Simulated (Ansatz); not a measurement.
# Geometry relaxation of Si$_{3}$H$_{8}$O$_{3}$ (part 2 of 5)

Continued. System: Si$_{3}$H$_{8}$O$_{3}$. Method: RKS PBE0-D4/def2-TZVP (Ansatz 0.2.0). 

Geometry of the input (Å):
```
Si -1.6082  0.4581  0.8855
O  -0.4721  1.5805  1.1165
Si 1.0011  2.1938  0.7113
O  -1.0002  -1.0327  0.9589
Si 0.0047  -2.1149  1.6704
H  -2.6638  0.6684  1.8919
O  -2.2446  0.5523  -0.6342
H  1.9585  1.1019  0.4111
H  0.8700  3.1116  -0.4435
H  1.4848  2.9531  1.8923
H  0.0795  -3.3176  0.8094
H  -0.5415  -2.4857  3.0015
H  1.3550  -1.5239  1.8434
H  -2.8093  1.3034  -0.8260
```

**Output, continued**
```
relax step  81: F+E_penalty+E_count = -29897.65357479 eV  Δ(F+E_penalty+E_count) = -5.743e-5 eV  max|allowed force component| = 9.451e-3 eV/Å  Δτ_max = 0.0089 Å  (32 SCF iters, accepted)
relax step  82: F+E_penalty+E_count = -29897.65362999 eV  Δ(F+E_penalty+E_count) = -5.520e-5 eV  max|allowed force component| = 1.280e-2 eV/Å  Δτ_max = 0.0314 Å  (31 SCF iters, accepted)
relax step  83: F+E_penalty+E_count = -29897.65366514 eV  Δ(F+E_penalty+E_count) = -3.515e-5 eV  max|allowed force component| = 7.608e-3 eV/Å  Δτ_max = 0.0269 Å  (31 SCF iters, accepted)
relax step  84: F+E_penalty+E_count = -29897.65367597 eV  Δ(F+E_penalty+E_count) = -1.083e-5 eV  max|allowed force component| = 5.269e-3 eV/Å  Δτ_max = 0.0089 Å  (23 SCF iters, accepted)
relax step  85: F+E_penalty+E_count = -29897.65369020 eV  Δ(F+E_penalty+E_count) = -1.423e-5 eV  max|allowed force component| = 3.985e-3 eV/Å  Δτ_max = 0.0086 Å  (23 SCF iters, accepted)
relax step  86: F+E_penalty+E_count = -29897.65371018 eV  Δ(F+E_penalty+E_count) = -1.998e-5 eV  max|allowed force component| = 6.013e-3 eV/Å  Δτ_max = 0.0131 Å  (32 SCF iters, accepted)
relax step  87: F+E_penalty+E_count = -29897.65372938 eV  Δ(F+E_penalty+E_count) = -1.920e-5 eV  max|allowed force component| = 9.983e-3 eV/Å  Δτ_max = 0.0170 Å  (31 SCF iters, accepted)
relax step  88: F+E_penalty+E_count = -29897.65374985 eV  Δ(F+E_penalty+E_count) = -2.048e-5 eV  max|allowed force component| = 1.203e-2 eV/Å  Δτ_max = 0.0176 Å  (31 SCF iters, accepted)
relax step  89: F+E_penalty+E_count = -29897.65377235 eV  Δ(F+E_penalty+E_count) = -2.249e-5 eV  max|allowed force component| = 1.148e-2 eV/Å  Δτ_max = 0.0166 Å  (31 SCF iters, accepted)
relax step  90: F+E_penalty+E_count = -29897.65379419 eV  Δ(F+E_penalty+E_count) = -2.185e-5 eV  max|allowed force component| = 1.094e-2 eV/Å  Δτ_max = 0.0069 Å  (32 SCF iters, accepted)
relax step  91: F+E_penalty+E_count = -29897.65381878 eV  Δ(F+E_penalty+E_count) = -2.459e-5 eV  max|allowed force component| = 1.091e-2 eV/Å  Δτ_max = 0.0089 Å  (32 SCF iters, accepted)
relax step  92: F+E_penalty+E_count = -29897.65384022 eV  Δ(F+E_penalty+E_count) = -2.144e-5 eV  max|allowed force component| = 1.489e-2 eV/Å  Δτ_max = 0.0134 Å  (32 SCF iters, accepted)
relax step  93: F+E_penalty+E_count = -29897.65386486 eV  Δ(F+E_penalty+E_count) = -2.465e-5 eV  max|allowed force component| = 1.216e-2 eV/Å  Δτ_max = 0.0171 Å  (31 SCF iters, accepted)
relax step  94: F+E_penalty+E_count = -29897.65389400 eV  Δ(F+E_penalty+E_count) = -2.914e-5 eV  max|allowed force component| = 7.973e-3 eV/Å  Δτ_max = 0.0385 Å  (30 SCF iters, accepted)
relax step  95: F+E_penalty+E_count = -29897.65390190 eV  Δ(F+E_penalty+E_count) = -7.895e-6 eV  max|allowed force component| = 5.938e-3 eV/Å  Δτ_max = 0.0051 Å  (23 SCF iters, accepted)
relax step  96: F+E_penalty+E_count = -29897.65391595 eV  Δ(F+E_penalty+E_count) = -1.405e-5 eV  max|allowed force component| = 5.708e-3 eV/Å  Δτ_max = 0.0033 Å  (24 SCF iters, accepted)
relax step  97: F+E_penalty+E_count = -29897.65393401 eV  Δ(F+E_penalty+E_count) = -1.807e-5 eV  max|allowed force component| = 6.128e-3 eV/Å  Δτ_max = 0.0066 Å  (32 SCF iters, accepted)
relax step  98: F+E_penalty+E_count = -29897.65394363 eV  Δ(F+E_penalty+E_count) = -9.614e-6 eV  max|allowed force component| = 8.326e-3 eV/Å  Δτ_max = 0.0073 Å  (32 SCF iters, accepted)
relax step  99: F+E_penalty+E_count = -29897.65394973 eV  Δ(F+E_penalty+E_count) = -6.099e-6 eV  max|allowed force component| = 7.829e-3 eV/Å  Δτ_max = 0.0085 Å  (32 SCF iters, accepted)
these checks for a lower state are left out or cut short: starts, cluster_reference, orbital_swaps, neighbouring_geometries, increment
1609 factors; their error is unknown
mean field evaluation 704: about -29897.3416 eV, gradient 1.4e-5 eV
mean field -29897.34157504 eV, -1098.7070377369 hartree, gradient 1.4e-5 eV, S^2 0.000000; 0 other end points of the search recorded, 0 dependent functions left out
the calculation of the forces begins
reference -29897.34161757 eV, -1098.7070392995 hartree; 37, 37 occupied and 215, 215 virtual orbitals, 1609 factors
relax step 100: F+E_penalty+E_count = -29897.65395496 eV  Δ(F+E_penalty+E_count) = -5.231e-6 eV  max|allowed force component| = 4.648e-3 eV/Å  Δτ_max = 0.0022 Å  (23 SCF iters, accepted)
```

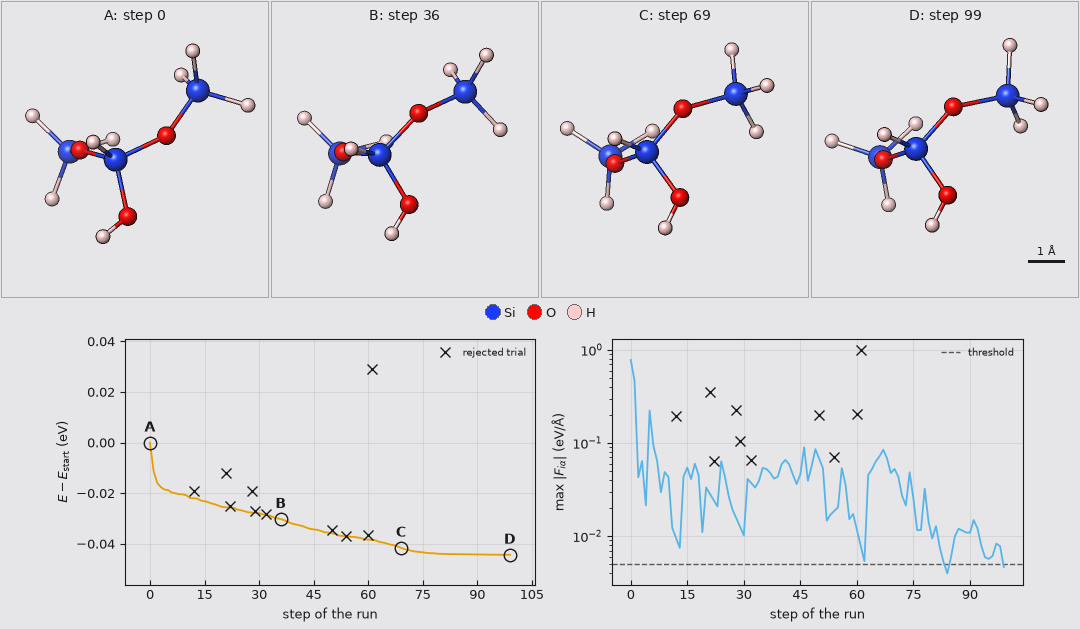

Frames of the relaxation (ball-and-stick view, seen at a tilt) above the curves, on which the letters mark them (the first geometry is step 0 here and step 1 in the log).

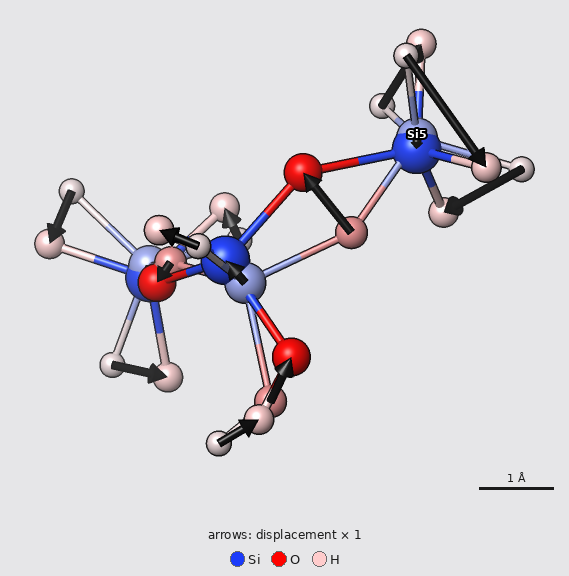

Start (faint) and end (solid) with the displacements as black arrows, at true length (ball-and-stick view, seen at a tilt). The two geometries are laid on each other by the best rigid fit. The energy falls by 0.044 eV in 99 geometry steps. Largest force component: 0.78 eV/Å at the start, 0.0046 eV/Å at the end. The line search rejected the trial steps at points 12, 21, 22, 28, 29, 32, 50, 54 and more (counted from 0) and went back. The largest move after the best rigid fit is that of H12, 1.87 Å. By element the largest moves are H 1.87 Å, O 1.05 Å, Si 0.41 Å. Among the contacts that change: Si1–O7 1.650 → 1.635 Å, Si1–O2 1.614 → 1.624 Å, O2–Si3 1.646 → 1.638 Å. Among the angles that change: Si1–O4–Si5 149.5° → 143.7°, Si1–O2–Si3 148.6° → 145.4°, O4–Si5–H13 110.2° → 107.7°. (Atoms are counted from 1 in the order of the input.)

```
1609 factors; their error is unknown
mean field -29897.34157504 eV, -1098.7070377369 hartree, gradient 1.4e-5 eV, S^2 0.000000; 1 other end points of the search recorded, 0 dependent functions left out
the calculation of the forces begins
reference -29897.34161757 eV, -1098.7070392995 hartree; 37, 37 occupied and 215, 215 virtual orbitals, 1609 factors
Total energy: -29897.65399748 eV, -1098.7185190497 hartree
Atom 0 at    -1.577938     0.584581     1.250379 Å, force    -0.002150     0.004020     0.000055 eV/Å
Atom 1 at    -0.591905     1.828007     0.905458 Å, force     0.001328    -0.001391    -0.000035 eV/Å
Atom 2 at     0.941440     2.272043     0.538162 Å, force    -0.001437     0.001662    -0.002804 eV/Å
Atom 3 at    -0.754934    -0.642251     1.908940 Å, force     0.001651    -0.000519     0.001070 eV/Å
Atom 4 at     0.003192    -2.057513     1.572637 Å, force     0.000269    -0.000310    -0.002426 eV/Å
Atom 5 at    -2.580082     1.073429     2.211479 Å, force     0.000596    -0.000261    -0.000669 eV/Å
Atom 6 at    -2.264964    -0.006802    -0.109747 Å, force    -0.000929    -0.004648    -0.002665 eV/Å
Atom 7 at     1.896647     1.201275     0.924073 Å, force     0.000458    -0.000213     0.000228 eV/Å
Atom 8 at     1.048615     2.521676    -0.921965 Å, force    -0.000242    -0.000923     0.002126 eV/Å
Atom 9 at     1.263866     3.517885     1.275420 Å, force     0.000048    -0.000124     0.000589 eV/Å
Atom 10 at     0.843933    -1.917920     0.355412 Å, force    -0.001049     0.000182     0.001113 eV/Å
Atom 11 at    -0.993738    -3.136357     1.362247 Å, force    -0.000511     0.000053    -0.000289 eV/Å
Atom 12 at     0.864514    -2.394186     2.731819 Å, force     0.000801    -0.000035     0.001355 eV/Å
Atom 13 at    -2.684676     0.604204    -0.715903 Å, force     0.001167     0.002507     0.002353 eV/Å
Dipole moment:    -0.050111     0.164596    -0.182939 e Å
```

**Trajectory as extended XYZ (Å, eV, eV/Å), 58 of the 100 frames kept, from step=1 to step=100**
```
14
Properties=species:S:1:pos:R:3:forces:R:3 step=1 energy=-29897.60964
Si   -1.6082    0.4581    0.8855   -0.5147  -0.0649  -0.7811
O    -0.4721    1.5805    1.1165    0.3920   0.1976   0.0010
Si    1.0011    2.1938    0.7113   -0.2454  -0.0351   0.3387
O    -1.0002   -1.0327    0.9589    0.2059  -0.1605   0.1608
Si    0.0047   -2.1149    1.6704   -0.1966   0.1093  -0.0218
H    -2.6638    0.6684    1.8919    0.0490   0.0025   0.0941
O    -2.2446    0.5523   -0.6342    0.1333   0.0401   0.4157
H     1.9585    1.1019    0.4111   -0.0029  -0.0228  -0.0753
H     0.8700    3.1116   -0.4435    0.0002  -0.0128  -0.0805
H     1.4848    2.9531    1.8923    0.0378   0.0116  -0.0541
H     0.0795   -3.3176    0.8094    0.0233  -0.0073  -0.0137
H    -0.5415   -2.4857    3.0015    0.0326  -0.0201   0.0049
H     1.3550   -1.5239    1.8434    0.0316   0.0025  -0.0076
H    -2.8093    1.3034   -0.8260    0.0539  -0.0401   0.0189
14
Properties=species:S:1:pos:R:3:forces:R:3 step=3 energy=-29897.62562
Si   -1.6182    0.4542    0.8651   -0.0360  -0.0375  -0.0373
O    -0.4756    1.5779    1.1193    0.0177  -0.0101   0.0428
Si    0.9916    2.1902    0.7298   -0.0098  -0.0124  -0.0406
O    -1.0010   -1.0360    0.9540    0.0223   0.0321   0.0372
Si   -0.0003   -2.1082    1.6737    0.0118  -0.0097  -0.0154
H    -2.6511    0.6600    1.8988    0.0053  -0.0020  -0.0051
O    -2.2437    0.5586   -0.6386   -0.0245   0.0244   0.0277
H     1.9391    1.0945    0.3999    0.0028   0.0064   0.0029
H     0.8612    3.0951   -0.4410    0.0070   0.0019   0.0057
H     1.4998    2.9556    1.8934    0.0034   0.0038   0.0078
H     0.0876   -3.3126    0.8141    0.0035  -0.0020   0.0038
H    -0.5330   -2.4852    3.0081   -0.0052   0.0003   0.0022
H     1.3518   -1.5144    1.8420   -0.0039   0.0009   0.0011
H    -2.7945    1.3184   -0.8302    0.0056   0.0039  -0.0327
14
Properties=species:S:1:pos:R:3:forces:R:3 step=4 energy=-29897.62724
Si   -1.6270    0.4521    0.8753   -0.0241   0.0157   0.0077
O    -0.4738    1.5647    1.1372    0.0095  -0.0062   0.0137
Si    0.9847    2.1851    0.7276   -0.0032  -0.0016  -0.0100
O    -1.0235   -1.0416    0.9832    0.0087   0.0108   0.0029
Si   -0.0003   -2.1097    1.6766   -0.0023  -0.0002   0.0006
H    -2.6656    0.6729    1.8993    0.0018  -0.0049  -0.0004
O    -2.2391    0.5570   -0.6324    0.0337  -0.0642  -0.0073
H     1.9349    1.0969    0.3820    0.0001  -0.0008  -0.0010
H     0.8372    3.0945   -0.4376   -0.0029  -0.0007  -0.0010
H     1.5050    2.9500    1.8867    0.0004  -0.0013   0.0011
H     0.0917   -3.3062    0.8064    0.0006   0.0013  -0.0007
H    -0.5140   -2.5034    3.0136    0.0020  -0.0049   0.0011
H     1.3464   -1.5011    1.8335    0.0003   0.0004   0.0005
H    -2.7426    1.3367   -0.8632   -0.0245   0.0567  -0.0071
14
Properties=species:S:1:pos:R:3:forces:R:3 step=6 energy=-29897.62840
Si   -1.6387    0.4571    0.9133    0.0447  -0.0003  -0.0211
O    -0.4629    1.5359    1.2292    0.0255   0.0316  -0.0423
Si    0.9583    2.1741    0.7150   -0.0430  -0.0031   0.0267
O    -1.0771   -1.0482    1.0736   -0.0234  -0.0235   0.0036
Si   -0.0062   -2.1183    1.6907   -0.0282   0.0178  -0.0020
H    -2.7251    0.7123    1.8778    0.0151  -0.0037  -0.0107
O    -2.1624    0.5650   -0.6305   -0.0791   0.2008  -0.0382
H     1.9026    1.0979    0.3172   -0.0128   0.0053   0.0013
H     0.7223    3.0702   -0.4488   -0.0012  -0.0182   0.0239
H     1.5394    2.9577    1.8335   -0.0100  -0.0119  -0.0228
H     0.1128   -3.2664    0.7578   -0.0075   0.0243   0.0141
H    -0.4850   -2.5991    3.0138    0.0108   0.0099  -0.0342
H     1.3224   -1.4724    1.8573   -0.0054  -0.0052   0.0025
H    -2.5864    1.3823   -0.9114    0.1145  -0.2237   0.0991
14
Properties=species:S:1:pos:R:3:forces:R:3 step=8 energy=-29897.62964
Si   -1.6354    0.4532    0.9068    0.0064  -0.0052  -0.0196
O    -0.4547    1.5270    1.2126   -0.0033   0.0138   0.0048
Si    0.9662    2.1739    0.7172   -0.0022   0.0022  -0.0032
O    -1.0858   -1.0565    1.0610   -0.0018  -0.0114   0.0088
Si   -0.0094   -2.1137    1.6886   -0.0134  -0.0041  -0.0054
H    -2.7132    0.7133    1.8786    0.0007   0.0056  -0.0009
O    -2.1688    0.5629   -0.6322   -0.0249   0.0641  -0.0072
H     1.9168    1.1028    0.3226    0.0003   0.0015   0.0001
H     0.7364    3.0736   -0.4434   -0.0016  -0.0043   0.0068
H     1.5339    2.9550    1.8429   -0.0020  -0.0050  -0.0060
H     0.1150   -3.2666    0.7642    0.0021   0.0065   0.0045
H    -0.4884   -2.5871    3.0127    0.0056   0.0004  -0.0062
H     1.3151   -1.4601    1.8533    0.0015  -0.0006   0.0022
H    -2.6137    1.3705   -0.8965    0.0326  -0.0636   0.0213
14
Properties=species:S:1:pos:R:3:forces:R:3 step=10 energy=-29897.63007
Si   -1.6389    0.4516    0.9246    0.0185  -0.0277  -0.0224
O    -0.4304    1.4893    1.2529    0.0157   0.0034  -0.0060
Si    0.9621    2.1658    0.7131   -0.0318  -0.0489  -0.0422
O    -1.1491   -1.0760    1.1217    0.0148   0.0397   0.0222
Si   -0.0206   -2.1116    1.6984   -0.0352   0.0144  -0.0255
H    -2.7388    0.7630    1.8572    0.0160  -0.0049  -0.0161
O    -2.1174    0.5599   -0.6339    0.0085   0.0053   0.0439
H     1.9149    1.1159    0.2671   -0.0048   0.0038   0.0233
H     0.6754    3.0648   -0.4366   -0.0006   0.0125   0.0358
H     1.5584    2.9430    1.8264   -0.0085   0.0025  -0.0122
H     0.1405   -3.2247    0.7302    0.0024   0.0149   0.0182
H    -0.4693   -2.6521    3.0082    0.0180   0.0114  -0.0245
H     1.2784   -1.4083    1.8715   -0.0148  -0.0166   0.0078
H    -2.5512    1.3675   -0.9124    0.0019  -0.0099  -0.0026
14
Properties=species:S:1:pos:R:3:forces:R:3 step=11 energy=-29897.63045
Si   -1.6399    0.4537    0.9301    0.0108  -0.0327  -0.0245
O    -0.4290    1.4872    1.2637    0.0141   0.0004  -0.0275
Si    0.9591    2.1597    0.7064   -0.0320   0.0061   0.0312
O    -1.1577   -1.0746    1.1388    0.0206   0.0286   0.0182
Si   -0.0215   -2.1105    1.6996   -0.0376   0.0166  -0.0064
H    -2.7474    0.7718    1.8514    0.0207  -0.0017  -0.0168
O    -2.1042    0.5574   -0.6334    0.0057   0.0153   0.0433
H     1.9078    1.1068    0.2586   -0.0184   0.0162  -0.0089
H     0.6608    3.0748   -0.4276    0.0056  -0.0315   0.0037
H     1.5660    2.9379    1.8132    0.0023  -0.0097  -0.0005
H     0.1456   -3.2117    0.7187    0.0012   0.0194   0.0202
H    -0.4641   -2.6666    3.0048    0.0121   0.0042  -0.0290
H     1.2732   -1.4021    1.8831   -0.0106  -0.0132  -0.0043
H    -2.5347    1.3644   -0.9189    0.0056  -0.0181   0.0012
14
Properties=species:S:1:pos:R:3:forces:R:3 step=13 energy=-29897.62894 accepted=F
Si   -1.6484    0.4640    0.9450    0.0955   0.0633   0.0272
O    -0.4378    1.5062    1.2567   -0.0042   0.0079   0.0260
Si    0.9577    2.1684    0.7072   -0.0686  -0.0432   0.0069
O    -1.1569   -1.0559    1.1866   -0.0178   0.0066   0.0225
Si   -0.0204   -2.1145    1.7020   -0.0411   0.0640  -0.0206
H    -2.7638    0.7998    1.8545    0.0650  -0.0313  -0.0395
O    -2.0953    0.5415   -0.6204    0.0232  -0.1931  -0.0492
H     1.8917    1.1083    0.2488    0.0051   0.0006  -0.0013
H     0.6702    3.0867   -0.4256    0.0019   0.0009   0.0035
H     1.5759    2.9312    1.8176   -0.0001   0.0028   0.0057
H     0.1339   -3.1899    0.6925   -0.0071   0.0059  -0.0025
H    -0.4500   -2.7042    2.9947   -0.0027  -0.0035  -0.0012
H     1.2795   -1.4185    1.8888    0.0018  -0.0027   0.0005
H    -2.5223    1.3249   -0.9600   -0.0509   0.1218   0.0220
14
Properties=species:S:1:pos:R:3:forces:R:3 step=15 energy=-29897.63251
Si   -1.6496    0.4797    0.9584    0.0015  -0.0271  -0.0167
O    -0.4467    1.5286    1.2676   -0.0116  -0.0034   0.0014
Si    0.9542    2.1667    0.7076    0.0083  -0.0028  -0.0007
O    -1.1826   -1.0309    1.2851    0.0239  -0.0149   0.0139
Si   -0.0226   -2.1060    1.7056   -0.0436   0.0188  -0.0168
H    -2.7865    0.8554    1.8193    0.0159  -0.0108  -0.0137
O    -2.0591    0.4912   -0.6242   -0.0144   0.0250   0.0202
H     1.8666    1.0929    0.2370    0.0006   0.0007  -0.0003
H     0.6726    3.0933   -0.4195    0.0015   0.0044   0.0005
H     1.5951    2.9142    1.8161   -0.0017   0.0008  -0.0033
H     0.1177   -3.1233    0.6318   -0.0106   0.0320   0.0333
H    -0.4157   -2.7708    2.9753    0.0043   0.0150  -0.0406
H     1.2759   -1.4087    1.8983   -0.0008  -0.0014  -0.0006
H    -2.5055    1.2658   -0.9701    0.0266  -0.0363   0.0235
```
